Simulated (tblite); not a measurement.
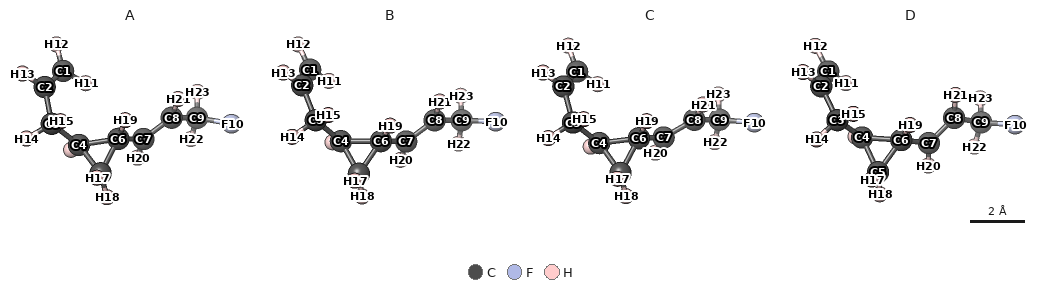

4 geometries from one relaxation of C$_{9}$H$_{13}$F, in shuffled order. The picture is a ball-and-stick view, seen at a tilt.

All numbers below come from tblite 0.8.0, GFN2-xTB geometry optimisation, gas phase. 

Put them in the order of the run, from the start to the converged end.

Answer. D, B, C, A. They are steps 0, 31, 70, 130, at +12.1 kcal/mol, +1.52 kcal/mol, +0.40 kcal/mol relative to the last. The largest move after the best rigid fit is that of an H atom, 0.81 Å. By element the largest moves are H 0.81 Å, C 0.56 Å, F 0.26 Å. Among the contacts that change: C–H 1.121 → 1.079 Å, C–H 1.126 → 1.095 Å, C–C 1.519 → 1.493 Å, C–C 1.483 → 1.501 Å. Among the angles between lasting bonds that change: C–C–C 112.3° → 120.3°, C–C–C 116.7° → 124.0°, C–C–H 119.7° → 113.5°. Groups turn about C–C by about 30°, C–C by about 25°. The energy falls by 12.1 kcal/mol in 130 geometry steps. Cost: 1.9 s on 1 thread of Arm Neoverse N1, with other jobs on the host.
